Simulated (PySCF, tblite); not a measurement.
# C6H12BNO: infrared bands, NMR shifts and electronic excitations in gas and solvents, part 2 of 3

tblite 0.8.0 and PySCF 2.14.0. Atoms count from 0.

### Step 5. NMR shieldings: PBE0/pcSseg-1

The job: settings as JSON, then the geometry in Å.

```
{"job": {"kind": "nmr", "xc": "PBE0", "basis": "pcSseg-1"}, "charge": 0, "multiplicity": 1}
C      3.623477     0.418392    -0.008312
C      2.161706     0.771529    -0.161696
O      1.789322     1.849423    -0.555503
N      1.281180    -0.242206     0.206236
B     -0.145372    -0.205237     0.158195
C     -1.070185    -1.413484     0.591673
C     -2.454629    -0.756153     0.707572
C     -2.465121     0.355055    -0.348496
C     -1.064582     0.984894    -0.301830
H      3.861483    -0.528195    -0.517181
H      3.872920     0.296709     1.057992
H      4.232134     1.226966    -0.428036
H      1.727663    -1.088462     0.542344
H     -1.068125    -2.132996    -0.252319
H     -0.759531    -1.985663     1.481001
H     -3.291670    -1.463279     0.591655
H     -2.560740    -0.305791     1.710627
H     -2.631295    -0.094031    -1.344000
H     -3.282749     1.077099    -0.192937
H     -0.744066     1.502789    -1.217171
H     -1.000860     1.753510     0.493900
```

With the program's defaults for keys left out, this is: GIAO PBE0/pcSseg-1 NMR shielding, non-relativistic, gas phase.

Log:

```text
coarse grid: 17192 points
cycle   1  E = -390.0163655911  dE =  1.199e+00  |g| = 9.118e-01  |ddm| = 3.962e+00
cycle   2  E = -389.5663403903  dE =  4.500e-01  |g| = 1.770e+00  |ddm| = 2.516e+00
cycle   3  E = -390.1816110555  dE = -6.153e-01  |g| = 2.502e-01  |ddm| = 1.932e+00
cycle   4  E = -390.1947477872  dE = -1.314e-02  |g| = 7.218e-02  |ddm| = 2.406e-01
cycle   5  E = -390.1957944446  dE = -1.047e-03  |g| = 1.699e-02  |ddm| = 6.242e-02
cycle   6  E = -390.1958552787  dE = -6.083e-05  |g| = 5.320e-03  |ddm| = 1.530e-02
cycle   7  E = -390.1958612846  dE = -6.006e-06  |g| = 1.177e-03  |ddm| = 4.471e-03
final grid: 165120 points
cycle   8  E = -390.2562872023  dE = -3.193e-05  |g| = 1.476e-02  |ddm| = 3.420e-02
cycle   9  E = -390.2561930631  dE =  9.414e-05  |g| = 2.667e-02  |ddm| = 3.070e-02
cycle  10  E = -390.2563309620  dE = -1.379e-04  |g| = 3.254e-03  |ddm| = 2.098e-02
cycle  11  E = -390.2563332293  dE = -2.267e-06  |g| = 2.624e-04  |ddm| = 2.685e-03
cycle  12  E = -390.2563332414  dE = -1.209e-08  |g| = 1.378e-04  |ddm| = 3.759e-04
cycle  13  E = -390.2563332456  dE = -4.226e-09  |g| = 3.393e-05  |ddm| = 1.229e-04
cycle  14  E = -390.2563332459  dE = -2.262e-10  |g| = 9.104e-06  |ddm| = 2.892e-05
converged SCF energy = -390.2563332459

GIAO shielding tensors (ppm)
atom      isotropic    diamagn.    paramagn.     s11        s22        s33       span
  0 C      158.486     250.504     -92.017    131.179    152.424    191.856     60.677
  1 C       10.873     244.964    -234.091    -88.865     32.240     89.244    178.109
  2 O     -169.507     403.676    -573.183   -550.808   -277.564    319.852    870.660
  3 N       91.676     328.661    -236.985    -49.212    157.665    166.574    215.786
  4 B       41.236     193.361    -152.125    -13.615     37.441     99.883    113.498
  5 C      161.075     255.435     -94.360    148.243    164.411    170.570     22.327
  6 C      155.240     248.387     -93.147    134.608    160.434    170.679     36.071
  7 C      154.326     248.346     -94.020    131.830    160.953    170.195     38.365
  8 C      160.022     252.749     -92.727    149.897    158.861    171.307     21.410
  9 H       29.319      28.168       1.151     25.750     28.894     33.313      7.563
 10 H       29.118      27.436       1.683     25.859     28.221     33.274      7.415
 11 H       29.439      25.793       3.646     25.568     27.888     34.862      9.293
 12 H       24.881      36.003     -11.122     20.165     24.560     29.917      9.753
 13 H       30.613      32.336      -1.723     25.978     29.086     36.776     10.798
 14 H       30.374      32.400      -2.027     25.712     29.080     36.330     10.618
 15 H       29.455      28.997       0.457     24.614     27.290     36.459     11.845
 16 H       30.052      30.653      -0.601     25.515     28.300     36.343     10.828
 17 H       29.953      30.888      -0.935     25.385     28.307     36.168     10.783
 18 H       29.357      29.259       0.099     24.389     27.330     36.353     11.964
 19 H       29.228      32.739      -3.511     23.597     28.758     35.331     11.734
 20 H       30.271      32.302      -2.032     25.132     29.294     36.387     11.254
```

Run time: 86 s. Hardware: 1 thread of Arm Neoverse N1, shared host; peak memory 0.98 GiB.

The references, computed at this level on geometries of the same kind, shield at (ppm): 1H TMS 31.27, 13C TMS 184.4, 15N NH3 265.7, 17O H2O 334.6, 11B BF3·OEt2 100.7. Their shielding less the atom's gives the shift. The references are single molecules in the gas phase, so shifts against H2O, NH3, PH3, H3PO4 or CFCl3 are not on the usual liquid scales and can be off by tens of ppm. Atoms listed in one row are averaged.

```
             atoms                                   environment  σ (ppm)  δ (ppm)  δ scaled to CDCl3
                C1                         amide carbonyl carbon     10.9    173.5              168.0
            C6, C7                             sp3 CH2 in a ring    154.8     29.6               28.3
                C0                 methyl carbon α to a carbonyl    158.5     25.9               24.7
            C5, C8                           sp3 CH2 bonded to B    160.5     23.9               22.7
               H12            hydrogen on an amide-type nitrogen    24.88     6.39                  –
      H9, H10, H11   hydrogen on a methyl carbon α to a carbonyl    29.29     1.97               2.09
H15, H16, H17, H18              hydrogen on an sp3 CH2 in a ring    29.70     1.56               1.70
H13, H14, H19, H20            hydrogen on an sp3 CH2 bonded to B    30.12     1.15               1.30
                O2                    amide-type carbonyl oxygen   -169.5    504.1                  –
                N3                           amide-type nitrogen     91.7    174.0                  –
                B4  boron bonded to 2 C, N, in a 5-membered ring     41.2     59.5                  –
```

The scaled column applies a straight-line fit of computed shieldings to shifts measured in CDCl3 (root-mean-square error 0.21 ppm for H, 2.0 ppm for C).

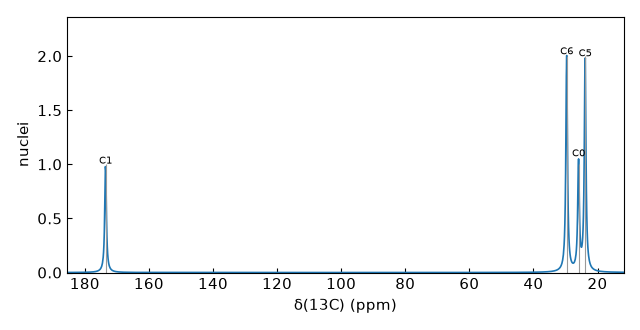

13C lines at the computed shifts, without couplings. Lines are broadened to a width of 0.60 ppm (Lorentzian).

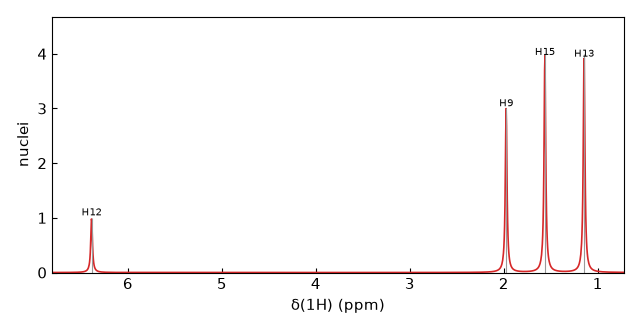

1H lines at the computed shifts, without couplings. Lines are broadened to a width of 0.02 ppm (Lorentzian).

The run also stored atomic charges by several schemes (e):

```
 atoms  Mulliken    IAO  Hirshfeld  ESP fit
    C0     -0.29  -0.47      -0.12    -0.66
    C1      0.35   0.46       0.20     0.93
    O2     -0.39  -0.45      -0.25    -0.58
    N3     -0.50  -0.39      -0.16    -0.95
    B4      0.57   0.31       0.19     0.67
C5, C8     -0.47  -0.41      -0.15    -0.33
C6, C7     -0.22  -0.24      -0.07    -0.07
```

ESP fit charges:

C0 -0.66; C1 0.93; O2 -0.58; N3 -0.95; B4 0.67; C5 -0.38; C6 0.04; C7 -0.17; C8 -0.28; H9 0.17; H10 0.18; H11 0.18; H12 0.38; H13 0.09; H14 0.07; H15 0.01; H16 0.02; H17 0.06; H18 0.05; H19 0.09; H20 0.09

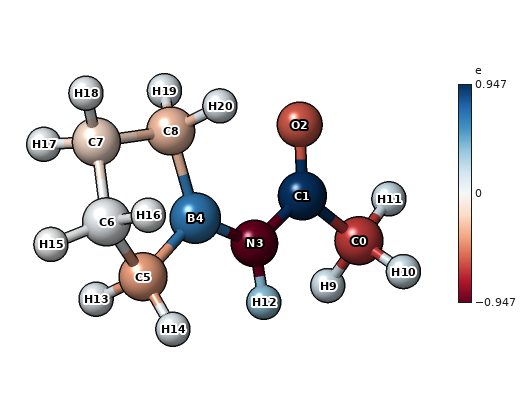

ESP fit charges, as colours on the atoms.

Mayer bond orders: C0–C1 1.00, C1–O2 1.99, C1–N3 1.04, N3–B4 1.15, B4–C5 0.98, C5–C6 1.04, C6–C7 1.02, C7–C8 1.03, C8–B4 1.01.

Ring of atoms B4, C5, C6, C7, C8: NICS(0) -0.9, NICS(1) -3.1, NICS(1)zz -2.2 ppm (means of both faces).

The fields below are evaluated on a grid from the run's orbitals.

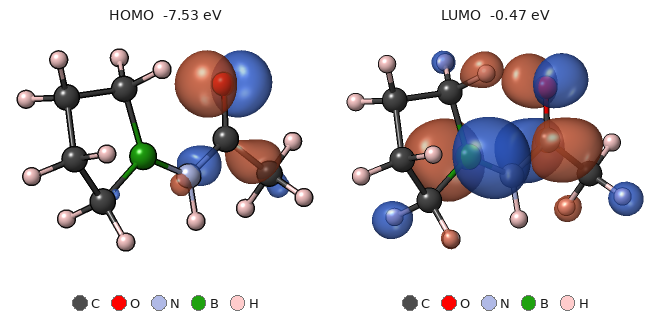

Frontier orbitals at PBE0/pcSseg-1; each surface holds 70 % of the orbital's density, blue and red mark the sign.

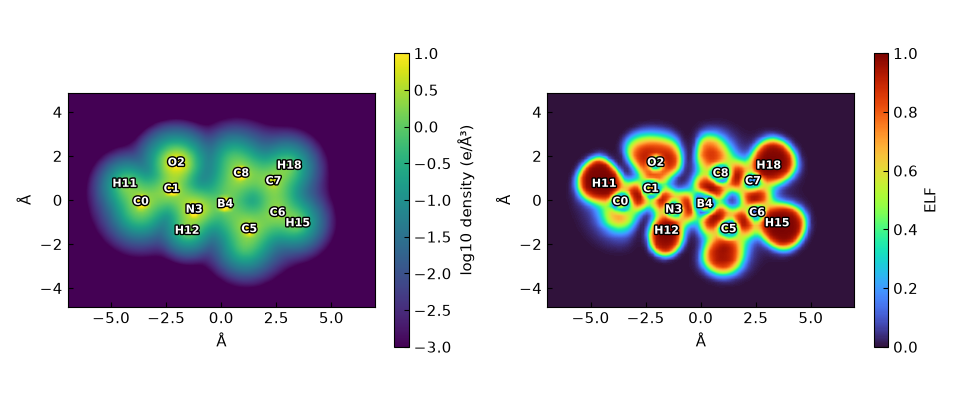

Density (left) and ELF (right) in a plane through or near 13 of the atoms.

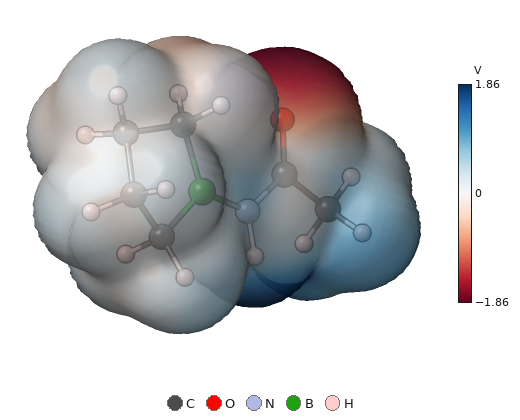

Electrostatic potential on the surface of density 0.002 e/bohr³; red is low, blue high. It runs from -1.80 V near O2 to 1.86 V near H12.

### Step 6. Ultraviolet spectrum: CAM-B3LYP/def2-SVPD

The job, as its differences from that of step 5:

```diff
@@ -1,2 +1,2 @@
-{"job": {"kind": "nmr", "xc": "PBE0", "basis": "pcSseg-1"}, "charge": 0, "multiplicity": 1}
+{"job": {"kind": "uv", "xc": "CAM-B3LYP", "basis": "def2-SVPD", "ip": true}, "charge": 0, "multiplicity": 1}
 C      3.623477     0.418392    -0.008312
```

With the program's defaults for keys left out, this is: TDDFT CAM-B3LYP/def2-SVPD, vertical, gas phase, core orbitals frozen in the response.

Log:

```text
coarse grid: 17192 points
cycle   1  E = -390.0421980585  dE =  1.408e+00  |g| = 8.933e-01  |ddm| = 8.386e+00
cycle   2  E = -389.8031348031  dE =  2.391e-01  |g| = 1.479e+00  |ddm| = 3.950e+00
cycle   3  E = -390.2141012622  dE = -4.110e-01  |g| = 1.428e-01  |ddm| = 2.643e+00
cycle   4  E = -390.2180095350  dE = -3.908e-03  |g| = 6.131e-02  |ddm| = 2.773e-01
cycle   5  E = -390.2188262165  dE = -8.167e-04  |g| = 1.060e-02  |ddm| = 9.875e-02
cycle   6  E = -390.2188513416  dE = -2.513e-05  |g| = 4.201e-03  |ddm| = 2.847e-02
cycle   7  E = -390.2188559123  dE = -4.571e-06  |g| = 1.080e-03  |ddm| = 9.907e-03
final grid: 165120 points
cycle   8  E = -390.2975548294  dE = -4.954e-05  |g| = 5.297e-03  |ddm| = 1.400e-01
cycle   9  E = -390.2975528340  dE =  1.995e-06  |g| = 6.483e-03  |ddm| = 2.072e-02
cycle  10  E = -390.2975613595  dE = -8.526e-06  |g| = 1.114e-03  |ddm| = 8.278e-03
cycle  11  E = -390.2975615939  dE = -2.343e-07  |g| = 2.424e-04  |ddm| = 1.759e-03
cycle  12  E = -390.2975616071  dE = -1.324e-08  |g| = 6.274e-05  |ddm| = 7.174e-04
cycle  13  E = -390.2975616082  dE = -1.095e-09  |g| = 1.454e-05  |ddm| = 1.610e-04
cycle  14  E = -390.2975616083  dE = -8.401e-11  |g| = 3.607e-06  |ddm| = 6.257e-05
converged SCF energy = -390.2975616083

Static polarisability (au): isotropic 93.519, principal 72.765 94.076 113.718

Singlet excitations
state   eV       nm        f      main configurations
  1   5.1575    240.4   0.00076   H->L 0.79
  2   6.4181    193.2   0.00178   H-1->L 0.76
  3   7.0103    176.9   0.11591   H-2->L 0.53, H->L+1 0.34
  4   7.0303    176.4   0.19947   H->L+1 0.52, H-2->L 0.33
  5   7.4929    165.5   0.00490   H-2->L+1 0.48, H-1->L+1 0.37
  6   7.6702    161.6   0.01668   H-1->L+1 0.43, H-2->L+1 0.36
  7   7.7903    159.2   0.00366   H->L+4 0.26, H-6->L 0.20, H-3->L 0.09
  8   7.9582    155.8   0.02250   H-3->L 0.73
  9   8.0285    154.4   0.00435   H-4->L 0.61, H->L+4 0.09
 10   8.3072    149.2   0.00433   H->L+2 0.55, H->L+5 0.15, H->L+3 0.10

Triplet excitations (Tamm-Dancoff, eV): 4.6864 5.5476 5.9711 6.9362
Vertical ionisation energy (delta-SCF) = 9.7782 eV
```

It took 17 min on 1 thread of Arm Neoverse N1, shared host; peak memory 1.5 GiB.

Frontier orbitals and where they lie:

```
orbital      eV                       atoms
 HOMO−3  -10.21  C7 20 %, C6 17 %, H17 12 %
 HOMO−2   -9.88    N3 40 %, O2 26 %, C1 9 %
 HOMO−1   -9.62   C8 22 %, B4 22 %, C5 16 %
   HOMO   -9.05     O2 61 %, C1 9 %, C0 9 %
   LUMO    0.59   B4 21 %, C1 21 %, O2 17 %
 LUMO+1    0.64  B4 37 %, H12 11 %, C0 11 %
 LUMO+2    1.57    C0 13 %, C6 10 %, C7 8 %
```

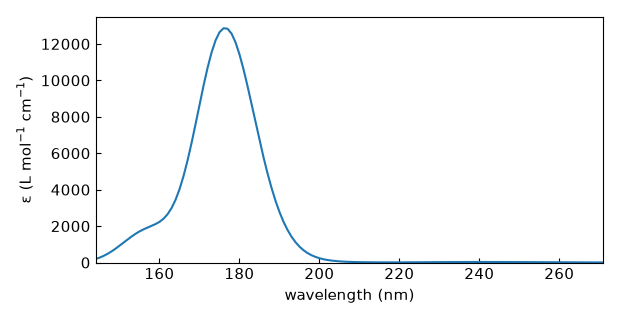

Absorption spectrum: each of the 10 states is a Gaussian band of 0.4 eV half-width at 1/e. Beyond the last state computed it falls off for lack of states.

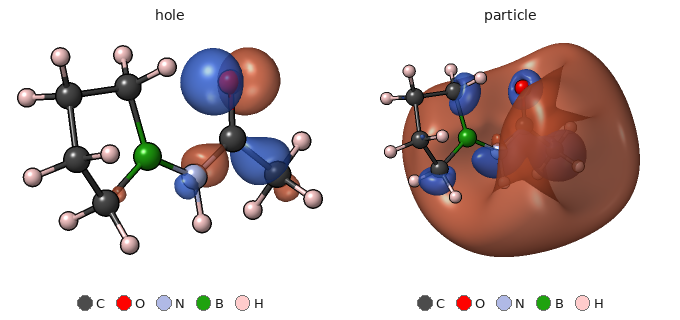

Leading natural transition orbitals of singlet state 4: the electron leaves the hole (left) for the particle orbital (right).

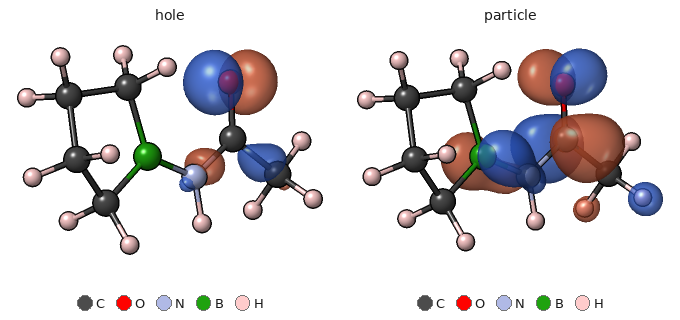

Leading natural transition orbitals of singlet state 1: the electron leaves the hole (left) for the particle orbital (right).

Further results of this job:

```
           property  computed
  dipole moment (D)      3.54
polarisability (Å³)     13.86
 HOMO–LUMO gap (eV)      9.64
      −ε(HOMO) (eV)      9.05
```

### Step 7. Nuclear shieldings: CAM-B3LYP/pcSseg-1

The job, as its differences from that of step 6:

```diff
@@ -1,2 +1,2 @@
-{"job": {"kind": "uv", "xc": "CAM-B3LYP", "basis": "def2-SVPD", "ip": true}, "charge": 0, "multiplicity": 1}
+{"job": {"kind": "nmr", "xc": "CAM-B3LYP", "basis": "pcSseg-1", "pop": false}, "charge": 0, "multiplicity": 1}
 C      3.623477     0.418392    -0.008312
```

Level: GIAO CAM-B3LYP/pcSseg-1 NMR shielding, non-relativistic, gas phase.

Log:

```text
coarse grid: 17192 points
cycle   1  E = -390.2560999258  dE =  1.481e+00  |g| = 9.302e-01  |ddm| = 3.932e+00
cycle   2  E = -390.0127404740  dE =  2.434e-01  |g| = 1.523e+00  |ddm| = 2.052e+00
cycle   3  E = -390.4327342047  dE = -4.200e-01  |g| = 1.513e-01  |ddm| = 1.409e+00
cycle   4  E = -390.4369994902  dE = -4.265e-03  |g| = 6.352e-02  |ddm| = 1.385e-01
cycle   5  E = -390.4378281976  dE = -8.287e-04  |g| = 1.113e-02  |ddm| = 5.097e-02
cycle   6  E = -390.4378541179  dE = -2.592e-05  |g| = 4.478e-03  |ddm| = 1.075e-02
cycle   7  E = -390.4378589952  dE = -4.877e-06  |g| = 1.126e-03  |ddm| = 5.008e-03
final grid: 165120 points
cycle   8  E = -390.5187246448  dE = -3.978e-05  |g| = 6.136e-03  |ddm| = 1.884e-02
cycle   9  E = -390.5187215078  dE =  3.137e-06  |g| = 7.650e-03  |ddm| = 9.344e-03
cycle  10  E = -390.5187328249  dE = -1.132e-05  |g| = 1.294e-03  |ddm| = 5.579e-03
cycle  11  E = -390.5187331274  dE = -3.025e-07  |g| = 2.031e-04  |ddm| = 9.799e-04
cycle  12  E = -390.5187331369  dE = -9.452e-09  |g| = 6.523e-05  |ddm| = 2.676e-04
cycle  13  E = -390.5187331380  dE = -1.117e-09  |g| = 1.576e-05  |ddm| = 7.700e-05
cycle  14  E = -390.5187331381  dE = -8.890e-11  |g| = 3.846e-06  |ddm| = 2.647e-05
converged SCF energy = -390.5187331381

GIAO shielding tensors (ppm)
atom      isotropic    diamagn.    paramagn.     s11        s22        s33       span
  0 C      156.023     249.443     -93.420    127.188    150.226    190.656     63.468
  1 C        4.332     244.621    -240.289    -98.236     23.763     87.467    185.703
  2 O     -173.055     405.011    -578.066   -557.010   -283.641    321.486    878.496
  3 N       91.604     328.651    -237.048    -50.393    156.148    169.055    219.448
  4 B       37.187     193.616    -156.429    -18.973     32.417     98.118    117.091
  5 C      159.676     254.522     -94.846    146.703    162.968    169.356     22.652
  6 C      153.377     247.457     -94.081    133.128    158.208    168.794     35.665
  7 C      152.592     247.547     -94.955    130.707    158.734    168.335     37.628
  8 C      158.442     252.018     -93.576    147.980    157.499    169.847     21.866
  9 H       29.403      28.308       1.095     25.894     29.018     33.296      7.401
 10 H       29.196      27.532       1.664     26.009     28.324     33.255      7.246
 11 H       29.495      25.641       3.854     25.612     27.993     34.880      9.268
 12 H       25.140      36.164     -11.024     20.444     24.818     30.158      9.714
 13 H       30.722      32.391      -1.670     26.127     29.287     36.750     10.623
 14 H       30.490      32.370      -1.881     25.866     29.273     36.331     10.464
 15 H       29.537      28.738       0.799     24.769     27.425     36.416     11.647
 16 H       30.131      30.698      -0.567     25.648     28.423     36.322     10.674
 17 H       30.045      30.965      -0.920     25.539     28.429     36.168     10.629
 18 H       29.449      29.053       0.396     24.569     27.463     36.315     11.746
 19 H       29.336      32.840      -3.504     23.757     28.913     35.337     11.580
 20 H       30.368      32.446      -2.078     25.291     29.475     36.338     11.047
```

Wall time 93 s (1 thread of Arm Neoverse N1, shared host); peak memory 1.2 GiB.

This run: δ C1 178.1, C6 29.5, C0 26.4, C5 23.4, H12 6.19, H9 1.96 ppm (means over like atoms).

### Step 8. Shielding tensors: PBE0/pcSseg-1 in benzene

The job, as its differences from that of step 7:

```diff
@@ -1,2 +1,2 @@
-{"job": {"kind": "nmr", "xc": "CAM-B3LYP", "basis": "pcSseg-1", "pop": false}, "charge": 0, "multiplicity": 1}
+{"job": {"kind": "nmr", "xc": "PBE0", "basis": "pcSseg-1", "solvent": "benzene", "pop": true}, "charge": 0, "multiplicity": 1}
 C      3.623477     0.418392    -0.008312
```

Level: GIAO PBE0/pcSseg-1 NMR shielding, non-relativistic, IEF-PCM benzene.

Log:

```text
coarse grid: 17192 points
cycle   1  E = -390.0304252353  dE =  1.185e+00  |g| = 8.952e-01  |ddm| = 3.962e+00
cycle   2  E = -389.6716521873  dE =  3.588e-01  |g| = 1.636e+00  |ddm| = 2.172e+00
cycle   3  E = -390.1889035730  dE = -5.173e-01  |g| = 2.283e-01  |ddm| = 1.603e+00
cycle   4  E = -390.1997988639  dE = -1.090e-02  |g| = 6.218e-02  |ddm| = 2.098e-01
cycle   5  E = -390.2005667688  dE = -7.679e-04  |g| = 1.539e-02  |ddm| = 5.234e-02
cycle   6  E = -390.2006170530  dE = -5.028e-05  |g| = 4.628e-03  |ddm| = 1.356e-02
cycle   7  E = -390.2006214701  dE = -4.417e-06  |g| = 1.064e-03  |ddm| = 3.622e-03
final grid: 165120 points
cycle   8  E = -390.2610303367  dE = -3.433e-05  |g| = 1.430e-02  |ddm| = 3.423e-02
cycle   9  E = -390.2609526797  dE =  7.766e-05  |g| = 2.480e-02  |ddm| = 2.862e-02
cycle  10  E = -390.2610720054  dE = -1.193e-04  |g| = 2.965e-03  |ddm| = 1.884e-02
cycle  11  E = -390.2610738585  dE = -1.853e-06  |g| = 2.373e-04  |ddm| = 2.337e-03
cycle  12  E = -390.2610738679  dE = -9.417e-09  |g| = 1.305e-04  |ddm| = 3.278e-04
cycle  13  E = -390.2610738716  dE = -3.774e-09  |g| = 3.209e-05  |ddm| = 1.145e-04
cycle  14  E = -390.2610738718  dE = -1.976e-10  |g| = 8.749e-06  |ddm| = 2.565e-05
converged SCF energy = -390.2610738718

GIAO shielding tensors (ppm)
atom      isotropic    diamagn.    paramagn.     s11        s22        s33       span
  0 C      158.182     250.037     -91.855    131.108    151.159    192.279     61.171
  1 C        8.273     244.989    -236.715    -88.036     23.285     89.570    177.606
  2 O     -149.301     404.682    -553.984   -514.376   -253.974    320.446    834.822
  3 N       90.057     328.911    -238.854    -52.909    158.117    164.965    217.874
  4 B       41.342     193.237    -151.895    -12.916     37.086     99.857    112.773
  5 C      161.299     255.504     -94.205    148.566    164.525    170.806     22.240
  6 C      155.544     248.560     -93.016    134.926    160.808    170.897     35.972
  7 C      154.630     248.382     -93.751    132.003    161.289    170.599     38.596
  8 C      160.444     253.108     -92.664    150.152    159.353    171.827     21.674
  9 H       29.140      27.862       1.279     25.533     28.673     33.215      7.682
 10 H       28.960      27.131       1.829     25.660     28.015     33.204      7.543
 11 H       29.469      25.640       3.829     25.575     27.929     34.901      9.326
 12 H       24.525      35.730     -11.205     19.757     24.282     29.536      9.779
 13 H       30.556      32.316      -1.759     25.907     28.993     36.770     10.863
 14 H       30.306      32.385      -2.079     25.608     28.989     36.321     10.712
 15 H       29.460      29.018       0.442     24.608     27.290     36.483     11.875
 16 H       30.041      30.683      -0.642     25.506     28.270     36.349     10.843
 17 H       29.940      30.897      -0.957     25.348     28.296     36.177     10.829
 18 H       29.368      29.279       0.089     24.375     27.360     36.368     11.993
 19 H       29.345      32.956      -3.611     23.713     28.906     35.417     11.704
 20 H       30.295      32.415      -2.120     25.156     29.332     36.397     11.242
```

Run time: 72 s. Hardware: 1 thread of Arm Neoverse N1, shared host; peak memory 1.2 GiB.

In short: δ C1 176.6, C6 29.8, C0 26.7, C5 24.0, H12 6.73, H9 2.07 ppm (means over like atoms).

(Continued in part 3 of 3.)
